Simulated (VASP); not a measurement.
Band structure of Tl (hcp). Level of theory: optB88-vdW, VASP's PBE PAW potentials (set 64) (plane waves; VASP).

Unless said otherwise, spin-orbit coupling is left out, though it shifts the bands of the heavy elements here.

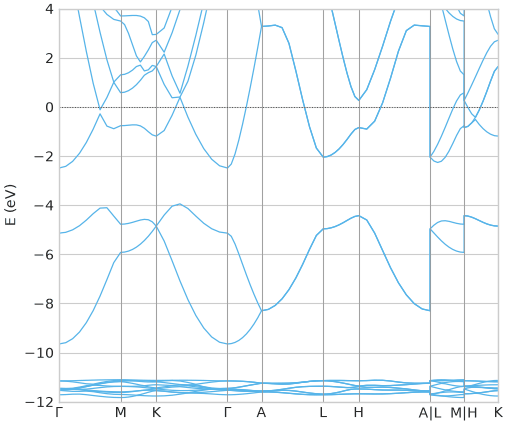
Figure. Bands along high-symmetry lines, zero at the valence-band maximum or, without a gap, the Fermi level

Problem. Read the plot: is there a gap, and where are the band edges?

Solution. It has no gap at this level: it comes out as a metal or semimetal. (Edges off the drawn lines would not show.)

The compound is Tl in the hcp structure. It was relaxed first, which changed the volume by +7 %.
